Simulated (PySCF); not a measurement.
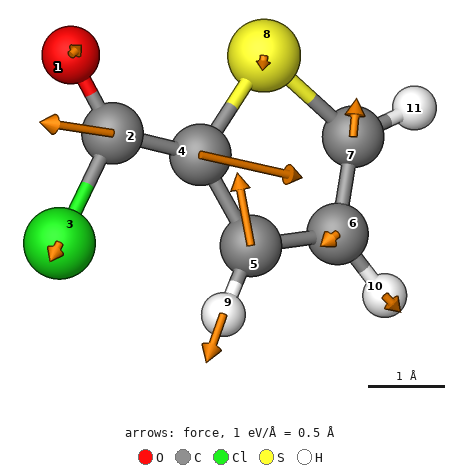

Starting geometry of C5H3ClOS with the computed forces as orange arrows. Style: ball-and-stick. Shown at a tilt.

The start comes from GFN2-xTB. Its atoms were then displaced at random by about 0.01 Å.

The calculation used PySCF 2.14.0, density-fitted response routines, PBE0-D3(BJ)/def2-SVP geometry optimisation, gas phase. 

Is this structure relaxed? If not, where do the atoms go?

It isn't relaxed: the largest force vector, on C4, is 3.27 eV/Å. The final displacements follow the starting forces only in part (cosine between the two patterns 0.52). Cl3 moves most after the best rigid fit: 0.069 Å. By element the largest moves are Cl 0.069 Å, O 0.047 Å, H 0.041 Å, C 0.033 Å, S 0.018 Å. Near-neighbour distances that change, for instance: C2–C4 1.397 → 1.457 Å, C5–H9 1.053 → 1.090 Å, C4–C5 1.406 → 1.381 Å, C4–S8 1.752 → 1.731 Å. Among the angles between lasting bonds that change: O1–C2–C4 129.9° → 126.4°, O1–C2–Cl3 118.4° → 120.6°. The energy falls by 14.4 kJ/mol in 9 geometry steps.
